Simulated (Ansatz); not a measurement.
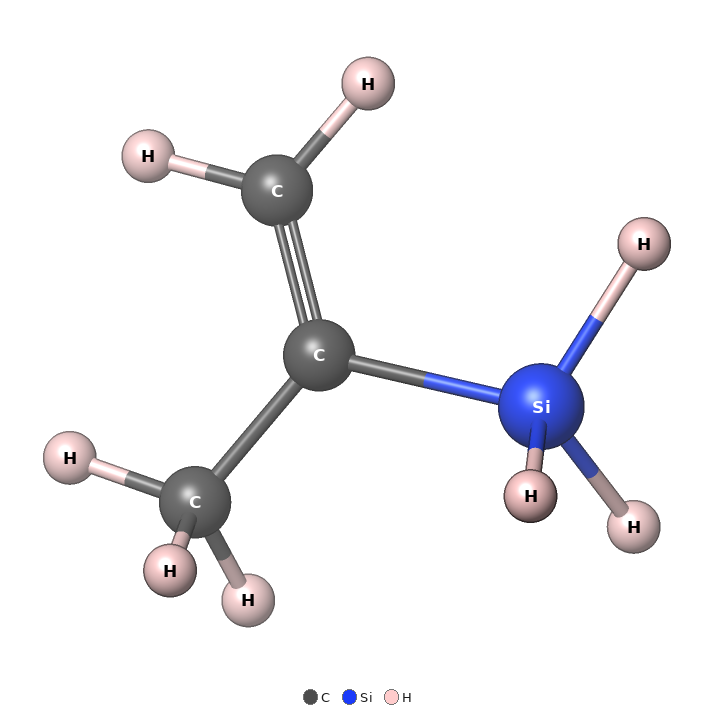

Orthographic view. Atoms fade into the background with distance from the viewer. Computed geometry: PBE-D4/def2-SVP optimisation. No frequency run is at hand to confirm it as a minimum.

Q: Give the standard InChI.

A: InChI=1S/C3H8Si/c1-3(2)4/h1H2,2,4H3
